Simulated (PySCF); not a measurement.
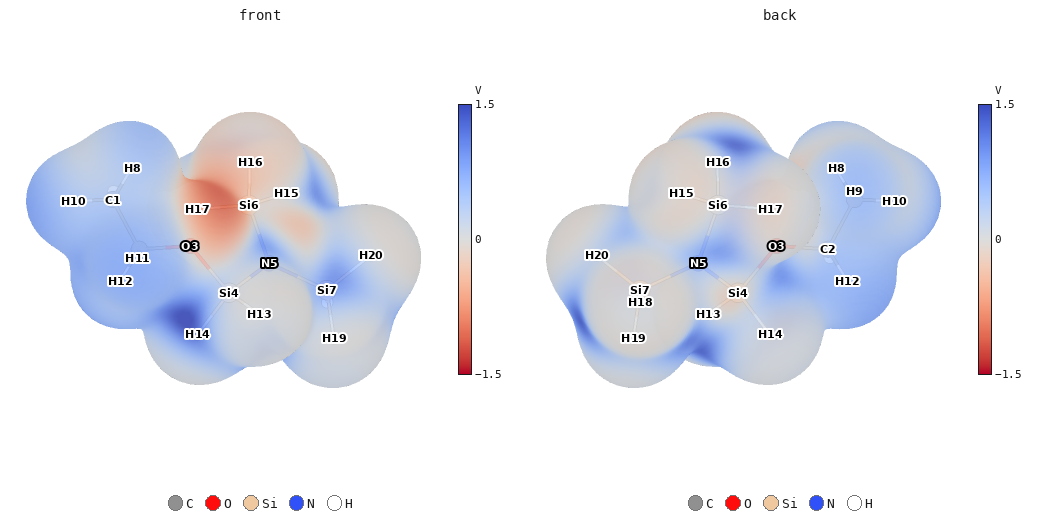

Figure 1: C2H13NOSi3 (SMILES CCO[SiH2]N([SiH3])[SiH3]). The electrostatic potential painted on the density surface at 0.002 e/bohr³, seen from the front and from behind; the colour scale runs from red (negative) to blue (positive).

Geometry: PBE0-D3(BJ)/def2-SVP.

Theory: PySCF 2.14.0, CAM-B3LYP/def2-SVPD, SCF density, gas phase.

```yaml
atoms:
  - { symbol: C, position_ang: [3.0050, 0.5137, -0.9961] }
  - { symbol: C, position_ang: [2.3452, -0.6132, -0.2369] }
  - { symbol: O, position_ang: [0.9556, -0.5823, -0.4592] }
  - { symbol: Si, position_ang: [-0.2593, -1.1364, 0.5297] }
  - { symbol: N, position_ang: [-1.5731, -0.0565, 0.1741] }
  - { symbol: Si, position_ang: [-1.1917, 1.4683, -0.6212] }
  - { symbol: Si, position_ang: [-3.2284, -0.4226, 0.6131] }
  - { symbol: H, position_ang: [2.7931, 0.4266, -2.0720] }
  - { symbol: H, position_ang: [2.6263, 1.4872, -0.6507] }
  - { symbol: H, position_ang: [4.0958, 0.4921, -0.8523] }
  - { symbol: H, position_ang: [2.7513, -1.5857, -0.5715] }
  - { symbol: H, position_ang: [2.5661, -0.5281, 0.8446] }
  - { symbol: H, position_ang: [-0.6477, -2.5455, 0.2279] }
  - { symbol: H, position_ang: [0.2178, -1.0592, 1.9479] }
  - { symbol: H, position_ang: [-2.4612, 2.2622, -0.5933] }
  - { symbol: H, position_ang: [-0.7739, 1.3010, -2.0423] }
  - { symbol: H, position_ang: [-0.1414, 2.2314, 0.1170] }
  - { symbol: H, position_ang: [-3.7703, 0.5658, 1.5943] }
  - { symbol: H, position_ang: [-3.2376, -1.7790, 1.2425] }
  - { symbol: H, position_ang: [-4.1258, -0.4303, -0.5821] }
```

### Describe the electrostatic potential map.

The most negative region (about −1.0 V) lies over O3, the most positive (about +1.3 V) over Si4 and Si7. O3 is the likeliest acceptor of a hydrogen bond.

### What dipole moment does the calculation give?

Its dipole moment is 1.45 D.
